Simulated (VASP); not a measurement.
Band structure of NbC (rock salt). Method: PBE GGA with spin-orbit coupling, VASP's PBE PAW potentials (set 64) (plane waves; VASP 6.6.1).

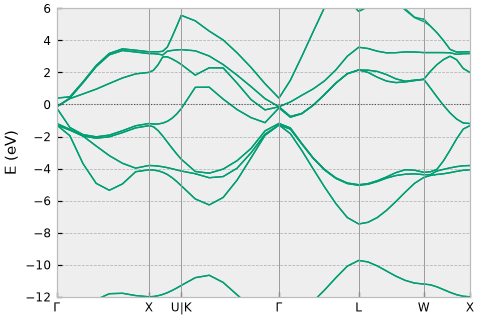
Fig. 1. Bands along high-symmetry lines, zero at the valence-band maximum or, without a gap, the Fermi level

Q: Read the plot: is there a gap, and where are the band edges?

A: It has no gap at this level: it comes out as a metal or semimetal.

The compound is NbC in the rock salt structure. It was relaxed first.
